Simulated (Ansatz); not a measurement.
ClGa···H$_{2}$

Input

```
crystal:
  periodic: [false, false, false]
  atoms:
    - { symbol: Ga, position_ang: [0.13985, -3.6e-05, -1.412603] }
    - { symbol: H, position_ang: [0.95732, -5.9e-05, 1.23586] }
    - { symbol: H, position_ang: [1.612016, 6.6e-05, 0.938505] }
    - { symbol: Cl, position_ang: [-1.710785, 2.9e-05, -0.185261] }
basis:
  gaussian: { orbitals: def2-SVP }
hamiltonian:
  xc: cam_b3lyp
relax:
  f_tol: 0.03
  max_steps: 50
output:
  orbitals: {}
```

Run with:

```sh
ansatz run input.yaml --threads 1 --pin off --max-ram 2048MiB --backend cpu --events-out ev --progress --plain --runs-dir out
```

The fields are those of the run's last geometry, not of the input's.

All numbers below come from RKS CAM-B3LYP/def2-SVP (Ansatz).

Predict the electron density and electron localisation function between the atoms.

Answer. Cl4···H2 (2.94 Å): the density falls to about 0.04 e/Å³ on the way; the ELF dips to about 0 between them (a weak contact between the two molecules).
Ga–Cl (2.22 Å): ρ at the midpoint is about 0.59 e/Å³; the ELF peaks at about 0.85 in the valence shell of Cl, 0.8 Å from its nucleus, and is about 0.45 at the midpoint.
H–H (0.76 Å): ρ at the midpoint is about 1.7 e/Å³; the ELF is about 1 at the midpoint.

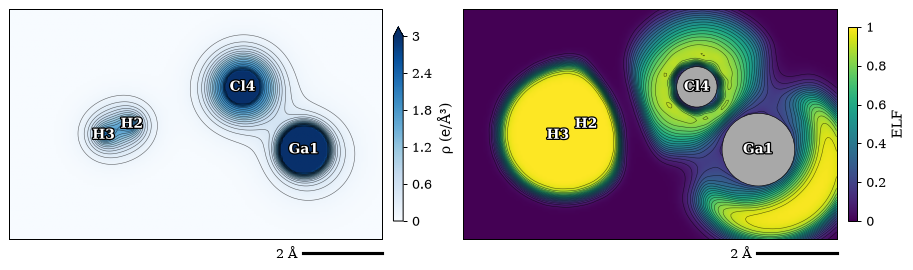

Computed electron density and electron localisation function on the molecular plane, in this order. Grey discs cover the atomic cores in the ELF map. 
